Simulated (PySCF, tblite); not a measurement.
# C₃H₁₀OSSi₃: geometry, infrared bands and NMR shifts

Wanted: the infrared bands and NMR shifts of C₃H₁₀OSSi₃ (`CC(=O)[Si@@H]1[SiH2]S[C@H]1[SiH3]`), by calculation.

Computed with tblite 0.8.0 and PySCF 2.14.0, with density-fitted response routines of our own, on a single molecule in the gas phase. Atoms count from 0, in the outputs and in this text.

### 1 The starting structure

18 atoms, charge 0, multiplicity 1; geometry from: force field or distance geometry start.

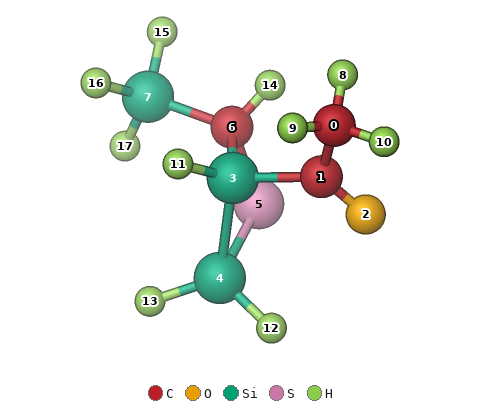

As it starts; carbon red, oxygen amber, silicon teal, sulfur pink, hydrogen green, atoms numbered.

### 2 Optimising the geometry with GFN2-xTB

What the job is given:

```
{"job": {"kind": "relax", "xc": "GFN2-xTB", "basis": "xTB"}, "charge": 0, "multiplicity": 1}
C     -2.510200    -1.462700    -0.278200
C     -1.804800    -0.188400    -0.624200
O     -2.153500     0.512200    -1.536600
Si    -0.346700     0.234400     0.436600
Si     0.056700     2.403500     0.152400
S      1.170000     1.304400    -1.305300
C      1.189800    -0.287800    -0.450300
Si     2.731900    -0.479700     0.541600
H     -1.957700    -2.302500    -0.699700
H     -2.686900    -1.514400     0.813900
H     -3.513300    -1.413900    -0.800900
H     -0.471900    -0.151000     1.852100
H     -1.069000     3.105200    -0.433400
H      0.791900     3.056400     1.206100
H      0.979300    -1.177300    -1.068000
H      3.536500    -1.520300    -0.146700
H      2.553200    -0.875800     1.929200
H      3.495900     0.763800     0.399800
```

The run is started by

```bash
> OMP_NUM_THREADS=1 python probes_run.py task.json out
```

The driver reads the jobs from task.json and runs them one after another.

**Question.** This job is followed by: GFN2-xTB harmonic vibrations, gas phase; GIAO PBE0/pcSseg-1 NMR shielding, non-relativistic, gas phase. Predict these results of the whole session: strongest single infrared mode (GFN2-xTB); zero-point energy (GFN2-xTB); 13C shifts against TMS (PBE0/pcSseg-1); 1H shifts against TMS (PBE0/pcSseg-1, means over atoms taken as alike); 17O shifts against H2O (PBE0/pcSseg-1); 29Si shifts against TMS (PBE0/pcSseg-1); 33S shifts against CS2 (PBE0/pcSseg-1).

**Answer**, as computed:

```
                                                              quantity                                   value
                             strongest single infrared mode (GFN2-xTB)                    779 cm⁻¹, 406 km/mol
                                          zero-point energy (GFN2-xTB)                           70.5 kcal/mol
                                13C shifts against TMS (PBE0/pcSseg-1)                   240.0, 38.5, 11.3 ppm
1H shifts against TMS (PBE0/pcSseg-1, means over atoms taken as alike)  5.54, 5.53, 5.27, 4.12, 2.57, 2.40 ppm
                                17O shifts against H2O (PBE0/pcSseg-1)                               856.4 ppm
                               29Si shifts against TMS (PBE0/pcSseg-1)                 -24.2, -34.3, -62.3 ppm
                                33S shifts against CS2 (PBE0/pcSseg-1)                                -129 ppm
```

In words: Over 147 steps the energy fell by 1.215 eV; of the close pairs, Si3–Si4 changed most, 2.225 to 2.312 Å. All 48 modes are real, so the xTB geometry is a minimum. The strongest single mode, at 779 cm⁻¹, has its largest shares on H15, H17, H12 and H13 (the list is cut at 4 atoms). Unscaled tight-binding wavenumbers are off by several per cent, some by more. Its intensities can rank the bands wrongly. At PBE0/pcSseg-1: The largest span, 1710 ppm, is at O2, where the paramagnetic term is -918 ppm.
